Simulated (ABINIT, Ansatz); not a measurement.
# Al2O3 (Corundum): changed settings of a GW run in ABINIT

Aim: change inputs of a GW run on Al2O3 (Corundum) and see what moves.

Method: PBE and many-body steps on it, plane waves, in ABINIT 10.8.3.

**1. Set-up**

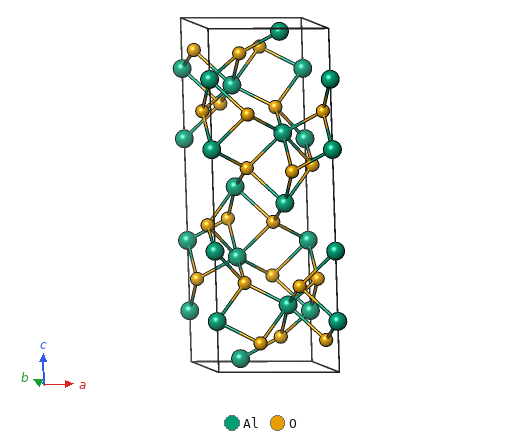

The cell as given, slightly off an axis (aluminium teal, oxygen orange). This picture shows the conventional cell, with its axes. Some periodic images of atoms are drawn too.

The cell and positions come from the Crystallography Open Database and are kept as given unless a step says otherwise.

**2. Screening, 2×2×2 mesh, 80 bands, screening to 114.3 eV**

This step: ABINIT 10.8.3; RPA screening on PBE, plane waves, norm-conserving pseudopotentials.

The RPA dielectric matrix is built and inverted for each q.

File run.abi:

```
acell 3*1.0 Angstrom
rprim 
  2.380249999995 1.374237978213 4.331866666707
  -2.380249999995 1.374237978213 4.331866666707
  -0.000000000000 -2.748475956495 4.331866666685
ntypat 2
znucl 13 8
natom 10
typat 1 1 1 1 2 2 2 2 2 2
xred 
  0.352160000000 0.352160000000 0.352160000000
  0.147840000000 0.147840000000 0.147840000000
  0.647840000000 0.647840000000 0.647840000000
  0.852160000000 0.852160000000 0.852160000000
  0.556680000000 0.943320000000 0.250000000000
  0.250000000000 0.556680000000 0.943320000000
  0.943320000000 0.250000000000 0.556680000000
  0.443320000000 0.056680000000 0.750000000000
  0.750000000000 0.443320000000 0.056680000000
  0.056680000000 0.750000000000 0.443320000000
pp_dirpath "pseudos"
pseudos "Al.upf, O.upf"
ecut 36
ngkpt 2 2 2
nshiftk 1
shiftk 0 0 0
kptopt 1
chksymbreak 0
istwfk *1
occopt 1
irdwfk 1
optdriver 3
nband 80
ecuteps 4.2
inclvkb 2
awtr 1
symchi 1
indata_prefix "in"
outdata_prefix "out"
tmpdata_prefix "tmp"
```

Started as:

```console
$ OMP_NUM_THREADS=1 mpirun -n 4 abinit run.abi > log
```

Output:

```text
.Version 10.8.3 of ABINIT. v10.8.2 released Aug 2026.

 Symmetries : space group R-3 c (#167); Bravais hR (rhombohedral)
[... echo of the input left out ...]
== DATASET  1 ==================================================================
-   mpi_nproc: 4, omp_nthreads: 1 (-1 if OMP is not activated)

--- !DatasetInfo
iteration_state: {dtset: 1, }
dimensions: {natom: 10, nkpt: 4, mband: 80, nsppol: 1, nspinor: 1, nspden: 1, mpw: 5936, }
cutoff_energies: {ecut:  36.0, pawecutdg:  -1.0, }
electrons: {nelect:   4.80000000E+01, charge:   0.00000000E+00, occopt:   1.00000000E+00, tsmear:   1.00000000E-02, }

 SCREENING: Calculation of the susceptibility and dielectric matrices

 Based on a program developped by R.W. Godby, V. Olevano, G. Onida, and L. Reining.
 Incorporated in ABINIT by V. Olevano, G.-M. Rignanese, and M. Torrent.
.Using double precision arithmetic ; gwpc =  8

[... cell and pseudopotentials left out ...]
--------------------------------------------------------------------------------

 ==== K-mesh for the wavefunctions ====
 Number of points in the irreducible wedge :     4
[... list of points left out ...]
 Together with 12 symmetry operations and time-reversal symmetry
 yields     8 points in the full Brillouin Zone.

 ==== Q-mesh for the screening function ====
 Number of points in the irreducible wedge :     4
[... list of points left out ...]
 Together with 12 symmetry operations and time-reversal symmetry
 yields     8 points in the full Brillouin Zone.

 setmesh: FFT mesh size selected  =    36x   36x   36
          total number of points  =        46656

 vcoul_init : cutoff-mode = AUXILIARY_FUNCTION
 q-points for optical limit:   1
     1)      0.000010    0.000020    0.000030

- screening: taking advantage of time-reversal symmetry
- Maximum band index for partially occupied states nbvw = 24
- Remaining bands to be divided among processors   nbcw = 56
- Number of bands treated by each node ~14

 Number of electrons calculated from density =   48.0000; Expected =   48.0000
 average of density, n =  0.083663
 r_s =    1.4184
 omega_plasma =   27.9012 [eV]

 calculating chi0 at frequencies [eV] :
  1    0.000000E+00    0.000000E+00
  2    0.000000E+00    2.790117E+01

--------------------------------------------------------------------------------
  q-point number  1        q = ( 0.000000, 0.000000, 0.000000) [r.l.u.]
--------------------------------------------------------------------------------
[... chi0 elements left out ...]
 For q-point:  0.000010 0.000020 0.000030
  dielectric constant =   3.0977
  dielectric constant without local fields =   3.2860

  Average fulfillment of the sum rule on Im[epsilon] for q-point    1 :     38.70  [%]
[... wings left out ...]
  q-point number  2        q = ( 0.500000, 0.000000, 0.000000) [r.l.u.]
--------------------------------------------------------------------------------
[... chi0 elements left out ...]
  Average fulfillment of the sum rule on Im[epsilon] for q-point    2 :     47.20  [%]

 [... 2 further q-points ...]
```

Run time: 15 s. Hardware: 4 MPI ranks of Arm Neoverse V2, shared host; peak memory 0.9 GiB.

This step gave:

- ε∞ with local fields, on this mesh, along the program's q direction: 3.098
- the same without local fields: 3.286
- plasma frequency: 27.90 eV
- plane waves in the screening matrix: 235

Local fields lower ε∞ by 6 %. On a Γ-centred mesh this coarse the value itself is usually too large, while a short band sum pulls it down.

**3. Base**

The self-energy is evaluated for the states that the input lists, and the levels follow from it, in one-shot runs by the linearised quasiparticle equation.

This step: G0W0 on PBE, plane waves, norm-conserving pseudopotentials.

run.abi: that of step 2 with these lines changed.

```diff
@@ -31,8 +31,15 @@
 irdwfk 1
-optdriver 3
+optdriver 4
 nband 80
+gwcalctyp 0
+ecutsigx 36
+symsigma 1
+nkptgw 1
+kptgw 
+  0.0000000000 0.0000000000 0.0000000000
+bdgw 
+  22 26
 ecuteps 4.2
-inclvkb 2
-awtr 1
-symchi 1
+irdscr 1
+ppmodel 1
 indata_prefix "in"
```

Output:

```text
.Version 10.8.3 of ABINIT. v10.8.2 released Aug 2026.

 Symmetries : space group R-3 c (#167); Bravais hR (rhombohedral)
[... echo of the input left out ...]
== DATASET  1 ==================================================================
-   mpi_nproc: 4, omp_nthreads: 1 (-1 if OMP is not activated)

--- !DatasetInfo
iteration_state: {dtset: 1, }
dimensions: {natom: 10, nkpt: 4, mband: 80, nsppol: 1, nspinor: 1, nspden: 1, mpw: 5936, }
cutoff_energies: {ecut:  36.0, pawecutdg:  -1.0, }
electrons: {nelect:   4.80000000E+01, charge:   0.00000000E+00, occopt:   1.00000000E+00, tsmear:   1.00000000E-02, }

 SIGMA: Calculation of the GW corrections

 Based on a program developped by R.W. Godby, V. Olevano, G. Onida, and L. Reining.
 Incorporated in ABINIT by V. Olevano, G.-M. Rignanese, and M. Torrent.
.Using double precision arithmetic ; gwpc =  8

[... cell and pseudopotentials left out ...]
--------------------------------------------------------------------------------

 ==== K-mesh for the wavefunctions ====
 Number of points in the irreducible wedge :     4
[... list of points left out ...]
 Together with 12 symmetry operations and time-reversal symmetry
 yields     8 points in the full Brillouin Zone.

 ==== Q-mesh for screening function ====
 Number of points in the irreducible wedge :     4
[... list of points left out ...]
 Together with 12 symmetry operations and time-reversal symmetry
 yields     8 points in the full Brillouin Zone.

 vcoul_init : cutoff-mode = AUXILIARY_FUNCTION
 q-points for optical limit:   1
     1)      0.000010    0.000020    0.000030
 setmesh: FFT mesh size selected  =    54x   54x   54
          total number of points  =       157464

 Number of electrons calculated from density =   48.0000; Expected =   48.0000
 average of density, n =  0.083663
 r_s =    1.4184
 omega_plasma =   27.9012 [eV]

 === KS Band Gaps ===
  >>>> For spin  1
   Minimum direct gap =   6.2663 [eV], located at k-point      :   0.0000  0.0000  0.0000
   Fundamental gap    =   6.2663 [eV], Top of valence bands at :   0.0000  0.0000  0.0000
                                       Bottom of conduction at :   0.0000  0.0000  0.0000
 SIGMA fundamental parameters:
 PLASMON POLE MODEL  1
 number of plane-waves for SigmaX                 5879
 number of plane-waves for SigmaC and W            235
 number of plane-waves for wavefunctions          5879
 number of bands                                    80
 number of independent spin polarizations            1
 number of spinorial components                      1
 number of k-points in IBZ                           4
 number of q-points in IBZ                           4
 number of symmetry operations                      12
 number of k-points in BZ                            8
 number of q-points in BZ                            8
 number of frequencies for dSigma/dE                 9
 frequency step for dSigma/dE [eV]                0.25
 number of omega for Sigma on real axis              0
 max omega for Sigma on real axis  [eV]           0.00
 zcut for avoiding poles [eV]                     0.10

 EPSILON^-1 parameters (SCR file):
 dimension of the eps^-1 matrix on file            235
 dimension of the eps^-1 matrix used               235
 number of plane-waves for wavefunctions          5879
 number of bands                                    80
 number of q-points in IBZ                           4
 number of frequencies                               2
 number of real frequencies                          1
 number of imag frequencies                          1

 matrix elements of self-energy operator (all in [eV])

 Perturbative Calculation

--- !SelfEnergy_ee
iteration_state: {dtset: 1, }
kpoint     : [   0.000,    0.000,    0.000, ]
spin       : 1
KS_gap     :    6.266
QP_gap     :    8.378
Delta_QP_KS:    2.112
data: !SigmaeeData |
     Band     E0 <VxcDFT>   SigX SigC(E0)      Z dSigC/dE  Sig(E)    E-E0       E
       22   5.137 -20.469 -25.362   4.494   0.824  -0.213 -20.797  -0.328   4.809
       23   5.137 -20.469 -25.362   4.494   0.824  -0.213 -20.797  -0.328   4.809
       24   5.182 -20.399 -25.232   4.459   0.825  -0.212 -20.708  -0.308   4.873
       25  11.448 -13.775  -8.656  -3.024   0.861  -0.161 -11.971   1.804  13.252
       26  14.369 -11.418  -5.974  -3.325   0.869  -0.151  -9.577   1.841  16.210

== END DATASET(S) ==============================================================
================================================================================

 -outvars: echo values of variables after computation  --------
           etotal      0.0000000000E+00
            nband          80
             nkpt           4
          spgroup         167
 [... the other variables as echoed above ...]

 Calculation completed.
```

Wall time 3.3 s (4 MPI ranks); peak memory 0.66 GiB.

Numbers from this step:

```
G0W0 gap on the points computed              : 8.379 eV
starting gap on the mesh                     : 6.266 eV
k of the valence top                         : 0, 0, 0
k of the conduction bottom                   : 0, 0, 0
Z at the valence top                         : 0.825
Z at the conduction bottom                   : 0.861
least direct G0W0 gap on the computed points : 8.379 eV
```

The gap on the mesh goes from 6.27 eV to 8.38 eV, a correction of +2.11 eV.

**4. Scissors in G**

run.abi: that of step 3 with these lines changed.

```diff
@@ -44,2 +44,3 @@
 ppmodel 1
+mbpt_sciss 1.0 eV
 indata_prefix "in"
```

Output:

```text
.Version 10.8.3 of ABINIT. v10.8.2 released Aug 2026.

 Symmetries : space group R-3 c (#167); Bravais hR (rhombohedral)
[... echo of the input left out ...]
== DATASET  1 ==================================================================
-   mpi_nproc: 4, omp_nthreads: 1 (-1 if OMP is not activated)

--- !DatasetInfo
iteration_state: {dtset: 1, }
dimensions: {natom: 10, nkpt: 4, mband: 80, nsppol: 1, nspinor: 1, nspden: 1, mpw: 5936, }
cutoff_energies: {ecut:  36.0, pawecutdg:  -1.0, }
electrons: {nelect:   4.80000000E+01, charge:   0.00000000E+00, occopt:   1.00000000E+00, tsmear:   1.00000000E-02, }

 SIGMA: Calculation of the GW corrections

 Based on a program developped by R.W. Godby, V. Olevano, G. Onida, and L. Reining.
 Incorporated in ABINIT by V. Olevano, G.-M. Rignanese, and M. Torrent.
.Using double precision arithmetic ; gwpc =  8

[... cell and pseudopotentials left out ...]
--------------------------------------------------------------------------------

 ==== K-mesh for the wavefunctions ====
 Number of points in the irreducible wedge :     4
[... list of points left out ...]
 Together with 12 symmetry operations and time-reversal symmetry
 yields     8 points in the full Brillouin Zone.

 ==== Q-mesh for screening function ====
 Number of points in the irreducible wedge :     4
[... list of points left out ...]
 Together with 12 symmetry operations and time-reversal symmetry
 yields     8 points in the full Brillouin Zone.

 vcoul_init : cutoff-mode = AUXILIARY_FUNCTION
 q-points for optical limit:   1
     1)      0.000010    0.000020    0.000030
 setmesh: FFT mesh size selected  =    54x   54x   54
          total number of points  =       157464

 Number of electrons calculated from density =   48.0000; Expected =   48.0000
[...]
number of symmetry operations                      12
 number of k-points in BZ                            8
 number of q-points in BZ                            8
 number of frequencies for dSigma/dE                 9
 frequency step for dSigma/dE [eV]                0.25
 number of omega for Sigma on real axis              0
 max omega for Sigma on real axis  [eV]           0.00
 zcut for avoiding poles [eV]                     0.10
 scissor energy [eV]                              1.00

 EPSILON^-1 parameters (SCR file):
 dimension of the eps^-1 matrix on file            235
 dimension of the eps^-1 matrix used               235
 number of plane-waves for wavefunctions          5879
 number of bands                                    80
 number of q-points in IBZ                           4
 number of frequencies                               2
 number of real frequencies                          1
 number of imag frequencies                          1

 matrix elements of self-energy operator (all in [eV])

 Perturbative Calculation

--- !SelfEnergy_ee
iteration_state: {dtset: 1, }
kpoint     : [   0.000,    0.000,    0.000, ]
spin       : 1
KS_gap     :    6.266
QP_gap     :    8.476
Delta_QP_KS:    2.210
data: !SigmaeeData |
     Band     E0 <VxcDFT>   SigX SigC(E0)      Z dSigC/dE  Sig(E)    E-E0       E
       22   5.137 -20.469 -25.362   4.519   0.825  -0.212 -20.777  -0.308   4.829
       23   5.137 -20.469 -25.362   4.519   0.825  -0.212 -20.777  -0.308   4.829
       24   5.182 -20.399 -25.232   4.484   0.826  -0.211 -20.688  -0.288   4.894
       25  11.448 -13.775  -8.656  -3.050   0.862  -0.160 -11.853   1.922  13.370
       26  14.369 -11.418  -5.974  -3.341   0.869  -0.151  -9.459   1.959  16.328

== END DATASET(S) ==============================================================
================================================================================

 -outvars: echo values of variables after computation  --------
           etotal      0.0000000000E+00
            nband          80
             nkpt           4
          spgroup         167
 [... the other variables as echoed above ...]

 Calculation completed.
```

The job ended after 3.4 s (4 MPI ranks; peak memory 0.66 GiB).

This step gave:

```yaml
g0w0_gap_on_the_points_computed: 8.476 eV
starting_gap_on_the_mesh: 6.266 eV
k_of_the_valence_top: 0, 0, 0
k_of_the_conduction_bottom: 0, 0, 0
z_at_the_valence_top: 0.826
z_at_the_conduction_bottom: 0.862
least_direct_g0w0_gap_on_the_computed_points: 8.476 eV
```

**5. Exchange cutoff of one hartree**

run.abi: that of step 4 with these lines changed.

```diff
@@ -34,3 +34,3 @@
 gwcalctyp 0
-ecutsigx 36
+ecutsigx 1
 symsigma 1
@@ -44,3 +44,2 @@
 ppmodel 1
-mbpt_sciss 1.0 eV
 indata_prefix "in"
```

Output:

```text
.Version 10.8.3 of ABINIT. v10.8.2 released Aug 2026.

 Symmetries : space group R-3 c (#167); Bravais hR (rhombohedral)
[... echo of the input left out ...]
== DATASET  1 ==================================================================
-   mpi_nproc: 4, omp_nthreads: 1 (-1 if OMP is not activated)

--- !DatasetInfo
iteration_state: {dtset: 1, }
dimensions: {natom: 10, nkpt: 4, mband: 80, nsppol: 1, nspinor: 1, nspden: 1, mpw: 5936, }
cutoff_energies: {ecut:  36.0, pawecutdg:  -1.0, }
electrons: {nelect:   4.80000000E+01, charge:   0.00000000E+00, occopt:   1.00000000E+00, tsmear:   1.00000000E-02, }

 SIGMA: Calculation of the GW corrections

 Based on a program developped by R.W. Godby, V. Olevano, G. Onida, and L. Reining.
 Incorporated in ABINIT by V. Olevano, G.-M. Rignanese, and M. Torrent.
.Using double precision arithmetic ; gwpc =  8

[... cell and pseudopotentials left out ...]
--------------------------------------------------------------------------------

 ==== K-mesh for the wavefunctions ====
 Number of points in the irreducible wedge :     4
[... list of points left out ...]
 Together with 12 symmetry operations and time-reversal symmetry
 yields     8 points in the full Brillouin Zone.

 ==== Q-mesh for screening function ====
 Number of points in the irreducible wedge :     4
[... list of points left out ...]
 Together with 12 symmetry operations and time-reversal symmetry
 yields     8 points in the full Brillouin Zone.

 vcoul_init : cutoff-mode = AUXILIARY_FUNCTION
 q-points for optical limit:   1
     1)      0.000010    0.000020    0.000030
 setmesh: FFT mesh size selected  =    32x   32x   32
          total number of points  =        32768

 Number of electrons calculated from density =   48.0000; Expected =   48.0000
[...]
number of q-points in IBZ                           4
 number of symmetry operations                      12
 number of k-points in BZ                            8
 number of q-points in BZ                            8
 number of frequencies for dSigma/dE                 9
 frequency step for dSigma/dE [eV]                0.25
 number of omega for Sigma on real axis              0
 max omega for Sigma on real axis  [eV]           0.00
 zcut for avoiding poles [eV]                     0.10

 EPSILON^-1 parameters (SCR file):
 dimension of the eps^-1 matrix on file            235
 dimension of the eps^-1 matrix used                27
 number of plane-waves for wavefunctions          5879
 number of bands                                    80
 number of q-points in IBZ                           4
 number of frequencies                               2
 number of real frequencies                          1
 number of imag frequencies                          1

 matrix elements of self-energy operator (all in [eV])

 Perturbative Calculation

--- !SelfEnergy_ee
iteration_state: {dtset: 1, }
kpoint     : [   0.000,    0.000,    0.000, ]
spin       : 1
KS_gap     :    6.266
QP_gap     :    6.047
Delta_QP_KS:   -0.220
data: !SigmaeeData |
     Band     E0 <VxcDFT>   SigX SigC(E0)      Z dSigC/dE  Sig(E)    E-E0       E
       22   5.137 -20.469 -16.158   3.381   0.871  -0.148 -13.772   6.697  11.834
       23   5.137 -20.469 -16.158   3.381   0.871  -0.148 -13.772   6.697  11.834
       24   5.182 -20.399 -16.065   3.360   0.871  -0.148 -13.698   6.702  11.883
       25  11.448 -13.775  -3.116  -3.289   0.880  -0.137  -7.293   6.482  17.930
       26  14.369 -11.418  -2.835  -3.374   0.880  -0.137  -6.837   4.581  18.950

== END DATASET(S) ==============================================================
================================================================================

 -outvars: echo values of variables after computation  --------
           etotal      0.0000000000E+00
            nband          80
             nkpt           4
          spgroup         167
 [... the other variables as echoed above ...]

 Calculation completed.
```

Run time: 2.2 s. Hardware: 4 MPI ranks; peak memory 0.16 GiB; 8.3 s of CPU time.

The run ended normally, though the input holds a fault or crude settings.

The fault put into this input: exchange cutoff of one hartree. It printed a gap of 6.05 eV, an artefact of the input.

**6. The runs together**

Times are wall times on 4 MPI ranks of Arm Neoverse V2, shared host, good to a factor of about two. A run's time includes the screening step that it read.

```csv
run,mesh,bands,screening cutoff (eV),DFT gap (eV),gap on the mesh (eV),direct (eV),ε∞ used,time
base,2×2×2,80,114.3,6.266,8.379,8.379,3.10,18 s
scissors in G,2×2×2,80,114.3,6.266,8.476,8.476,3.10,18 s
```

**7. Summary of results**

```
base          : 8.379 eV
scissors in G : 8.476 eV
known limits  : not at the basis limit; coarse k mesh
```

**Reading.** Scissors in G: +0.097 eV against base (keys changed: mbpt_sciss). Bands and cutoff are finite, so the gap is not at the basis limit. The miss can reach some tenths of an eV and take either sign; the mesh is an error of its own. In the G0W0 runs levels were corrected at 1 k point alone, so a gap called «on the mesh» is the least over those, and an edge elsewhere would be missed. The 2×2×2 mesh is coarse for this cell, which bears on the long-range parts of exchange and screening.

[Paths, hosts, dates, memory and timing lines, banners, echoed tables and standing remarks are left out of the program output.]

[Logs are printed without paths, hosts, clocks, repeated set-up lines and the standing remarks that a program may print on its own settings, such as how far it seeks lower states.]

[Runs of the session that timed out or met a known fault of the program may be left out.]

[Hosts, paths, dates, database ids (printed as entryN), source tags and the programs' standing remarks are cut or masked in the printed files.]

[G0W0 gaps are taken among the corrected bands and points alone; a level outside them can change the order at an edge.]

[Where Ansatz stands beside ABINIT at settings called matched, ABINIT's density can come from a denser mesh and the files from another edition; pairs whose starting gaps differed by over 0.03 eV were left out, so agreement reads better than it is.]
